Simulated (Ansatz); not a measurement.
The calculation's input:

```
crystal:
  periodic: [false, false, false]
  atoms:
    - { symbol: C, position_ang: [1.053, -1.3651, 0.5567] }
    - { symbol: C, position_ang: [0.4401, -0.3366, 0.1508] }
    - { symbol: Si, position_ang: [-0.4632, 1.2006, -0.4734] }
    - { symbol: H, position_ang: [0.11572, -0.74715, 1.10701] }
    - { symbol: H, position_ang: [-1.174, 0.9075, -1.7299] }
    - { symbol: H, position_ang: [-1.3868, 1.7166, 0.5589] }
magnetization:
  spin_polarized: true
  initial_magnetization: 1
basis:
  gaussian: { orbitals: def2-SVPD }
hamiltonian:
  xc: pbe0
  dispersion: d4
relax:
  f_tol: 0.02
  max_steps: 50
output:
  orbitals: {}
```

Launched as:

```sh
ansatz run input.yaml --threads 2 --pin off --max-ram 3072MiB --backend cpu --events-out ev --progress --plain --runs-dir out
```

The fields are those of the relaxed geometry.

Theory: UKS PBE0-D4/def2-SVPD in Ansatz.

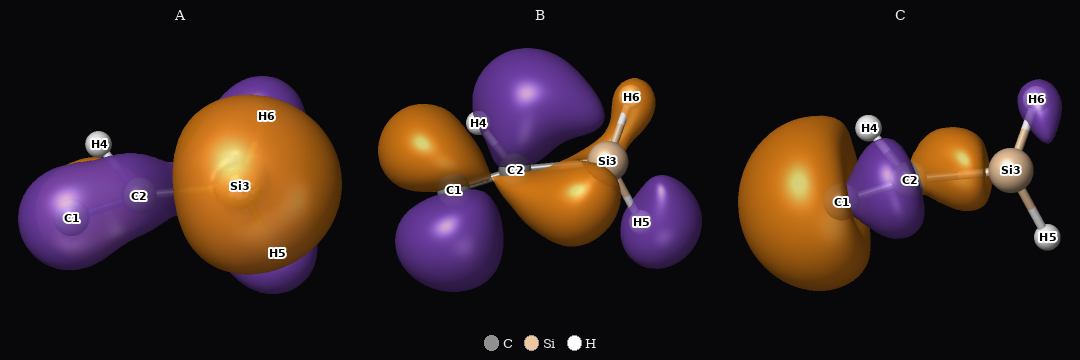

C₂H₃Si (doublet). Three frontier orbitals at ±0.08 Å⁻³ᐟ² (orange and purple are the two phases), in no order.

Q: Order the three orbitals by energy and name them. All are α orbitals.

A: C is the HOMO−1 (α) (−8.44 eV). By Hirshfeld shares it lies mainly on C1 (about 80 %) and C2 (about 15 %). A is the HOMO (α) (−6.71 eV). It lies mainly on Si3 (about 65 %), C1 (about 15 %) and C2 (about 10 %). B is the LUMO (α) (−1.09 eV). It lies mainly on C1 (about 45 %), C2 (about 20 %), Si3 (about 20 %) and H4 (about 10 %).

Q: What is the gap between the highest occupied and lowest empty α orbitals?

A: 5.62 eV between the orbital energies.
